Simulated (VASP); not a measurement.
Band structure of CoAl (relaxed from the CsCl type structure, space group Pm-3m). These are r2SCAN meta-GGA, VASP's PBE PAW potentials (set 64) (plane waves; VASP) values and carry that method's errors.

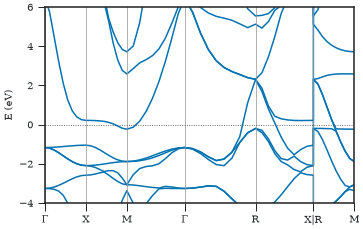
Bands along high-symmetry lines, zero at the valence-band maximum or, without a gap, the Fermi level

**Question.** Read the plot: is there a gap, and where are the band edges?

**Answer.** It has no gap at this level: it comes out as a metal or semimetal.

The structure was generated: CoAl was put into the CsCl type type (Pm-3m), which need not be its known phase. It was relaxed first, which changed the volume by -32 %. The run is not spin-polarised, so no magnetic state was tried.
